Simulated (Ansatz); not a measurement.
# BH3 (triplet): one geometry, many settings at scale of all distances = 1.769

What do other methods and options give for BH3 (triplet) at this geometry, and how long do they take?

The runs use Ansatz 0.2.0, Gaussian basis; the settings change from run to run.

8 further runs of the same task are left out: 5 that didn't finish, 3 set aside as unsound or not needed.

### 1 What is computed

The geometry derives from a PBE0/def2-TZVP stationary point (not a proven minimum). All distances are scaled together.

4 atoms, charge 0, spin multiplicity 3.

Atoms are counted from 1 here; the program's logs count them from 0.

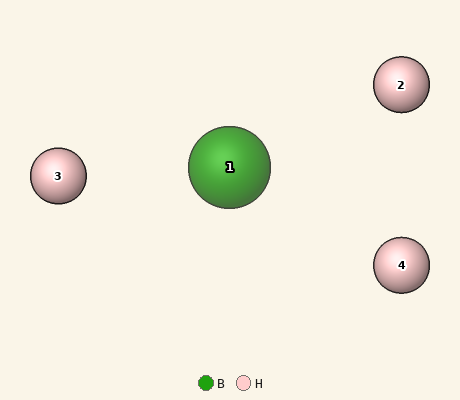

The structure; boron green, hydrogen pink; atoms are numbered from 1 in the order of the file.

### 2 CCSDT(Q) on ROHF/6-31G

in.yaml

```yaml
crystal:
  periodic: [false, false, false]
  atoms:
    - {symbol: B, position_ang: [-0.203235, 0.000015, 0.157532]}
    - {symbol: H, position_ang: [0.550908, 0.953646, -1.754649]}
    - {symbol: H, position_ang: [1.078192, -0.000085, 1.819632]}
    - {symbol: H, position_ang: [0.550761, -0.953727, -1.754650]}
basis:
  gaussian: {orbitals: 6-31G}
magnetization: {spin_polarized: false, initial_magnetization: 2}
correlation: {method: ccsdt_q, electrons: outside_noble_gas}
```

Run with:

```sh
> ansatz run in.yaml --threads 1 --pin off --events-out ev --progress --plain --max-ram 2393MiB
```

The program printed, shortened:

```text
Functional definition: HF
  name "HF"
  cite "Fock, Z. Phys. 61, 126 (1930) doi:10.1007/BF01340294"
  parent pbe
[...]
343 factors; integrals over basis functions are off by at most 8.3e-8 eV
[...]
mean field -707.59689772 eV, -26.0037063648 hartree, gradient 6.0e-6 eV, S^2 2.000000; 9 other end points of the search recorded, 0 dependent functions left out
[...]
determinant -707.59689772 eV, -26.0037063648 hartree, with singles and doubles -710.41630130 eV, -26.1073175352 hartree
determinant -707.21670763 eV, -25.9897346369 hartree, with singles and doubles -710.40646287 eV, -26.1069559797 hartree
determinant -707.09825436 eV, -25.9853815591 hartree, with singles and doubles -710.42219646 eV, -26.1075341785 hartree
determinant -706.95120203 eV, -25.9799774858 hartree, with singles and doubles -710.46117752 eV, -26.1089667058 hartree
determinant -705.10123602 eV, -25.9119924891 hartree, with singles and doubles -709.01310163 eV, -26.0557508987 hartree
determinant -704.58549357 eV, -25.8930393034 hartree, with singles and doubles -708.82290810 eV, -26.0487614153 hartree
determinant -704.14830658 eV, -25.8769729780 hartree, with singles and doubles -707.99020010 eV, -26.0181599605 hartree
determinant -707.59689772 eV, -26.0037063648 hartree, with singles and doubles -710.50528682 eV, -26.1105876927 hartree
determinant -707.21670763 eV, -25.9897346369 hartree, with singles and doubles -710.44248784 eV, -26.1082798728 hartree
determinant -707.09825436 eV, -25.9853815591 hartree, with singles and doubles -710.43386908 eV, -26.1079631392 hartree
determinant -706.95120203 eV, -25.9799774858 hartree, with singles and doubles -710.47183705 eV, -26.1093584363 hartree
determinant -706.91966404 eV, -25.9788184863 hartree, with singles and doubles -710.47708781 eV, -26.1095513985 hartree
determinant -706.91966404 eV, -25.9788184863 hartree, with singles and doubles -710.47901262 eV, -26.1096221340 hartree
[...]
unrestricted determinant -708.44077863 eV, -26.0347184162 hartree, S^2 2.5757
1 core orbitals not correlated: weight in the atoms' cores, before any rotation towards them, 1.000 or more for the frozen orbitals, at most 0.000 for the correlated occupied ones
reference -706.95120203 eV, -25.9799774858 hartree; 4, 2 occupied and 10, 12 virtual orbitals, 343 factors
second order -1.83199545 eV of doubles, -0.30360487 eV of singles
cycle   1  -2.83354061 eV  change   -6.8e-1 eV  update   1.3e-1
[...]
cycle  27  -3.80691280 eV  change    2.3e-7 eV  update   5.5e-7
perturbative correction -0.01207969 eV, -0.0004439205 hartree
Total energy: -710.77019452 eV, -26.1203228711 hartree
```

It took 1.2 s on 1 thread of Arm Neoverse V2, shared host.

From the report: correlation -3.8190 eV; T1 0.098; largest double amplitude 0.17.

### 3 BCCD on UHF/6-31++G**

in.yaml, as its differences from that of step 2:

```diff
@@ -8,4 +8,6 @@
 basis:
-  gaussian: {orbitals: 6-31G}
-magnetization: {spin_polarized: false, initial_magnetization: 2}
-correlation: {method: ccsdt_q, electrons: outside_noble_gas}
+  gaussian: {orbitals: "6-31++G**", fitting: {mean_field: def2-universal-jkfit}}
+magnetization: {spin_polarized: true, initial_magnetization: 2}
+correlation: {method: bccd, electrons: outside_noble_gas}
+scf: {omitted_lower_state_checks: [cluster_reference]}
+output: {forces: true}
```

Same command.

The program printed, shortened:

```text
Functional definition: HF
  name "HF"
  cite "Fock, Z. Phys. 61, 126 (1930) doi:10.1007/BF01340294"
  parent pbe
[...]
129 factors; integrals over basis functions are off by at most 4.4e-1 eV
[...]
mean field -708.64629694 eV, -26.0422710749 hartree, gradient 1.3e-6 eV, S^2 2.579175; 8 other end points of the search recorded, 0 dependent functions left out
1 core orbitals not correlated: weight in the atoms' cores, before any rotation towards them, 1.000 or more for the frozen orbitals, at most 0.000 for the correlated occupied ones
reference -708.64629694 eV, -26.0422710749 hartree; 4, 2 occupied and 32, 34 virtual orbitals, 129 factors
second order -1.30615565 eV of doubles, -0.00000000 eV of singles
cycle   1  -1.72906348 eV  change   -4.2e-1 eV  update   8.5e-2
[...]
cycle  29  -2.50340918 eV  change    1.2e-7 eV  update   3.0e-7
WARN: the results are in doubt because among natural orbitals full CI differs from the method by -0.232 eV
[...]
Total energy: -711.14970612 eV, -26.1342696654 hartree
Atom 0 at    -0.203235     0.000015     0.157532 Å, force     2.042529    -0.000157    -0.410372 eV/Å
Atom 1 at     0.550908     0.953646    -1.754649 Å, force    -0.410590    -0.212568     0.934598 eV/Å
Atom 2 at     1.078192    -0.000085     1.819632 Å, force    -1.221381     0.000095    -1.458826 eV/Å
Atom 3 at     0.550761    -0.953727    -1.754650 Å, force    -0.410558     0.212630     0.934599 eV/Å
Dipole moment:    -0.140773     0.000011     0.123210 e Å
In doubt: among natural orbitals full CI differs from the method by -0.232 eV
Checks for a lower state left out: cluster_reference
```

It took 1.4 s on 1 thread of Arm Neoverse V2, shared host.

From the report: ⟨S²⟩ of the determinant 2.579 (pure triplet: 2.00); correlation -2.5034 eV; largest double amplitude 0.11. The determinant is far from a pure spin state, so its energy mixes those of several spin states (harmless only where they are near-degenerate, as at dissociation). The program marks this result as in doubt; its last lines say why.

### 4 MRCISD+Q(relaxed)(6,7)/cc-pVDZ

in.yaml

```yaml
crystal:
  periodic: [false, false, false]
  atoms:
    - {symbol: B, position_ang: [-0.203235, 0.000015, 0.157532]}
    - {symbol: H, position_ang: [0.550908, 0.953646, -1.754649]}
    - {symbol: H, position_ang: [1.078192, -0.000085, 1.819632]}
    - {symbol: H, position_ang: [0.550761, -0.953727, -1.754650]}
basis:
  gaussian: {orbitals: cc-pVDZ}
magnetization: {spin_polarized: false, initial_magnetization: 2}
correlation: {method: fic_mrcisd_q_relaxed, electrons: all, active_space: {window: {electrons: 6, orbitals: 7}}}
```

Same command.

The program printed, shortened:

```text
Functional definition: HF
  name "HF"
  cite "Fock, Z. Phys. 61, 126 (1930) doi:10.1007/BF01340294"
  parent pbe
[...]
262 factors; integrals over basis functions are off by at most 2.7e-3 eV
[...]
mean field -707.92793339 eV, -26.0158717012 hartree, gradient 2.5e-6 eV, S^2 2.000000; 4 other end points of the search recorded, 0 dependent functions left out
reference -707.92793339 eV, -26.0158717012 hartree; 5, 3 occupied and 24, 26 virtual orbitals, 262 factors
state -710.64144480 eV, -26.1155914064 hartree
contracted CI cycle   1: correlation 0.00000000 eV, 0.0000000000 hartree, residual 7.53e0 eV
contracted CI cycle   2: correlation -1.06926657 eV, -0.0392948216 hartree, residual 1.75e0 eV
contracted CI cycle   3: correlation -1.13204397 eV, -0.0416018484 hartree, residual 5.91e-1 eV
contracted CI cycle   4: correlation -1.14006622 eV, -0.0418966607 hartree, residual 2.53e-1 eV
[...]
contracted CI cycle   8: correlation -1.14334515 eV, -0.0420171592 hartree, residual 5.65e-2 eV
contracted CI cycle   9: correlation -1.14345930 eV, -0.0420213543 hartree, residual 3.99e-2 eV
contracted CI cycle  10: correlation -1.14352026 eV, -0.0420235946 hartree, residual 2.87e-2 eV
contracted CI cycle  11: correlation -1.14354851 eV, -0.0420246326 hartree, residual 1.93e-2 eV
contracted CI cycle  12: correlation -1.14356144 eV, -0.0420251078 hartree, residual 1.21e-2 eV
contracted CI cycle  13: correlation -1.14356660 eV, -0.0420252973 hartree, residual 7.53e-3 eV
contracted CI cycle  14: correlation -1.14356819 eV, -0.0420253560 hartree, residual 3.94e-3 eV
contracted CI cycle  15: correlation -1.14356860 eV, -0.0420253710 hartree, residual 2.05e-3 eV
contracted CI cycle  16: correlation -1.14356874 eV, -0.0420253759 hartree, residual 1.20e-3 eV
state -710.64144480 eV, -26.1155914064 hartree; corrected -711.81866906 eV, -26.1588535998 hartree
Total energy: -711.81866906 eV, -26.1588535998 hartree
```

It took 2.4 s on 1 thread of Arm Neoverse V2, shared host.

From the report: 600 determinants; active occupations 1.89, 1.74, 1.01, 0.98, 0.14, 0.14, 0.12.

### 5 CCSDT(Q)/B on UHF/def2-SVPD

in.yaml

```yaml
crystal:
  periodic: [false, false, false]
  atoms:
    - {symbol: B, position_ang: [-0.203235, 0.000015, 0.157532]}
    - {symbol: H, position_ang: [0.550908, 0.953646, -1.754649]}
    - {symbol: H, position_ang: [1.078192, -0.000085, 1.819632]}
    - {symbol: H, position_ang: [0.550761, -0.953727, -1.754650]}
basis:
  gaussian: {orbitals: def2-SVPD}
magnetization: {spin_polarized: true, initial_magnetization: 2}
correlation: {method: ccsdt_q_b, electrons: outside_noble_gas}
scf: {lower_state_search: off}
```

Same command.

The program printed, shortened:

```text
Functional definition: HF
  name "HF"
  cite "Fock, Z. Phys. 61, 126 (1930) doi:10.1007/BF01340294"
  parent pbe
[...]
789 factors; integrals over basis functions are off by at most 2.3e-7 eV
[...]
mean field -708.03388508 eV, -26.0197653542 hartree, gradient 1.8e-6 eV, S^2 2.610438; 0 other end points of the search recorded, 0 dependent functions left out
1 core orbitals not correlated: weight in the atoms' cores, before any rotation towards them, 1.000 or more for the frozen orbitals, at most 0.000 for the correlated occupied ones
reference -708.03388508 eV, -26.0197653542 hartree; 4, 2 occupied and 39, 41 virtual orbitals, 789 factors
second order -1.42776262 eV of doubles, -0.00000000 eV of singles
cycle   1  -1.87419020 eV  change   -4.5e-1 eV  update   9.2e-2
[...]
cycle  32  -3.13109177 eV  change    1.3e-7 eV  update   1.4e-7
perturbative correction -0.01630813 eV, -0.0005993128 hartree
Total energy: -711.18128499 eV, -26.1354301673 hartree
Checks for a lower state left out: stability, starts, cluster_reference, orbital_swaps, neighbouring_geometries, increment
```

Run time: 14 s. Hardware: 1 thread of Arm Neoverse V2, shared host.

From the report: ⟨S²⟩ of the determinant 2.610 (pure triplet: 2.00); correlation -3.1474 eV; T1 0.133; largest double amplitude 0.15. The determinant is far from a pure spin state, so its energy mixes those of several spin states (harmless only where they are near-degenerate, as at dissociation).

### 6 CCSDT(Q) on ROHF/6-31G

in.yaml

```yaml
crystal:
  periodic: [false, false, false]
  atoms:
    - {symbol: B, position_ang: [-0.203235, 0.000015, 0.157532]}
    - {symbol: H, position_ang: [0.550908, 0.953646, -1.754649]}
    - {symbol: H, position_ang: [1.078192, -0.000085, 1.819632]}
    - {symbol: H, position_ang: [0.550761, -0.953727, -1.754650]}
basis:
  gaussian: {orbitals: 6-31G}
magnetization: {spin_polarized: false, initial_magnetization: 2}
correlation: {method: ccsdt_q, electrons: all}
output: {forces: true}
```

Launched as before.

The program printed, shortened:

```text
Functional definition: HF
  name "HF"
  cite "Fock, Z. Phys. 61, 126 (1930) doi:10.1007/BF01340294"
  parent pbe
[...]
343 factors; integrals over basis functions are off by at most 8.3e-8 eV
[...]
mean field -707.59689772 eV, -26.0037063648 hartree, gradient 6.0e-6 eV, S^2 2.000000; 9 other end points of the search recorded, 0 dependent functions left out
[...]
determinant -707.59689772 eV, -26.0037063648 hartree, with singles and doubles -710.44518353 eV, -26.1083789376 hartree
determinant -707.21670763 eV, -25.9897346369 hartree, with singles and doubles -710.43492345 eV, -26.1080018868 hartree
determinant -707.09825436 eV, -25.9853815591 hartree, with singles and doubles -710.45008904 eV, -26.1085592120 hartree
determinant -706.95120203 eV, -25.9799774858 hartree, with singles and doubles -710.48931217 eV, -26.1100006351 hartree
[...]
unrestricted determinant -708.44077863 eV, -26.0347184162 hartree, S^2 2.5757
reference -706.95120203 eV, -25.9799774858 hartree; 5, 3 occupied and 10, 12 virtual orbitals, 343 factors
second order -1.86592293 eV of doubles, -0.30361137 eV of singles
cycle   1  -2.86523776 eV  change   -6.8e-1 eV  update   1.3e-1
[...]
cycle  27  -3.83580455 eV  change    5.4e-7 eV  update   5.6e-7
perturbative correction -0.01228108 eV, -0.0004513215 hartree
[...]
WARN: the results are in doubt because the forces break the atoms' symmetry
Total energy: -710.79928767 eV, -26.1213920246 hartree
Atom 0 at    -0.203235     0.000015     0.157532 Å, force     1.654129    -0.020903    -0.386945 eV/Å
Atom 1 at     0.550908     0.953646    -1.754649 Å, force    -0.326919    -0.356806     0.784737 eV/Å
Atom 2 at     1.078192    -0.000085     1.819632 Å, force    -0.983721     0.000433    -1.222854 eV/Å
Atom 3 at     0.550761    -0.953727    -1.754650 Å, force    -0.343488     0.377276     0.825062 eV/Å
Dipole moment:    -0.113240     0.001094     0.095329 e Å
In doubt: the forces break the atoms' symmetry
```

Run time: 7.5 s. Hardware: 1 thread of Arm Neoverse V2, shared host.

From the report: correlation -3.8481 eV; T1 0.085; largest double amplitude 0.17. Mind the lines of doubt at the end of the log.

### 7 The runs in one table

 † marks a result that the program doubts.

```
                         level         correlated  functions  energy (eV)   time
        CCSDT(Q) on ROHF/6-31G  outside noble gas         15    -710.7702  1.2 s
       BCCD on UHF/6-31++G** †  outside noble gas         37    -711.1497  1.4 s
MRCISD+Q(relaxed)(6,7)/cc-pVDZ                all         29    -711.8187  2.4 s
   CCSDT(Q)/B on UHF/def2-SVPD  outside noble gas         44    -711.1813   14 s
      CCSDT(Q) on ROHF/6-31G †                all         15    -710.7993  7.5 s
```

### 8 Results

| quantity | value |
| --- | --- |
| runs | 5 |
| quickest | CCSDT(Q) on ROHF/6-31G, 1.2 s |
| slowest | CCSDT(Q)/B on UHF/def2-SVPD, 14 s |

**Reading.** Total energies in different bases, with other cores or another treatment of relativity can't be set against each other. CCSDT(Q)/B on UHF/def2-SVPD took 12 times as long as CCSDT(Q) on ROHF/6-31G; the jobs differ in more than the method.
